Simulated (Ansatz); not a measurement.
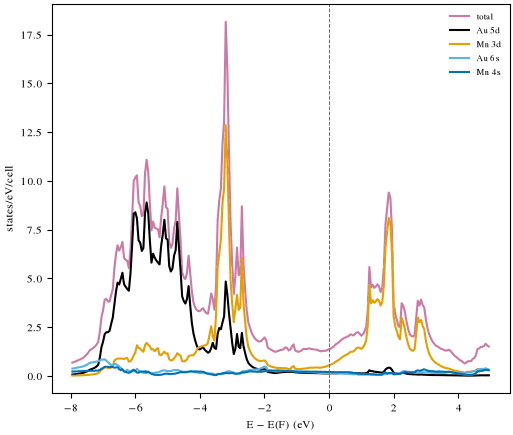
Figure: Total and projected density of states of MnAu in space group P4/mmm (No. 123; Mn on 1c, Au on 1b), the program Ansatz at the r²SCAN level (PAW)

Problem. Which orbitals carry the states next to the Fermi level?

Solution. Within 0.5 eV of the Fermi level: Mn 3d 41 %, Mn 4s 13 %, Au 6s 9 %, Au 5d 9 %, outside the projected shells 28 %. Projections are on Löwdin-orthogonalised atomic valence shells; empty p or d shells of many metals are not among them.

Problem. Where is the tallest occupied peak in this window, and what makes it?

Solution. Near -3.2 eV, about 18 states/eV per cell; the largest projected share is Mn 3d.

Its axis ratio c/a = 0.92 departs by over 6 % from that of the usual cell of this phase: another minimum, or an error of the functional. The cell keeps a stress of up to 0.2 GPa. The cell was relaxed with r²SCAN under the symmetry of its start, as lowered by the spin order; whether a distortion lowers the energy is not shown. Magnetic state: antiferromagnetic, chosen from 4 collinear starts compared on coarse meshes (ties went to the first, and starts can fall back to one state), not a proven ground state. Other orbital occupations within this spin state were not tried. Scalar-relativistic: spin–orbit coupling is off unless named, which matters more the heavier the elements.

Potentials: the later of the program's two PAW sets.
